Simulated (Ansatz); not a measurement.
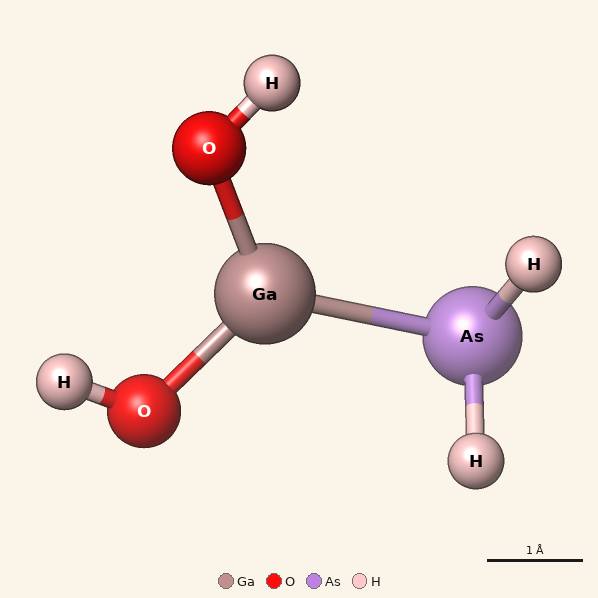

Atoms fade into the background with distance from the viewer. Computed geometry: PBE0-D4/def2-TZVP optimisation. Masses are those of the most abundant isotopes; constants are for the rigid equilibrium geometry.

### What kind of rotor is it, and what are its rotational constants in MHz?

An asymmetric top (C1): A = 6140, B = 1424, C = 1167 MHz. Ray's parameter κ is −0.90, close to the prolate limit.
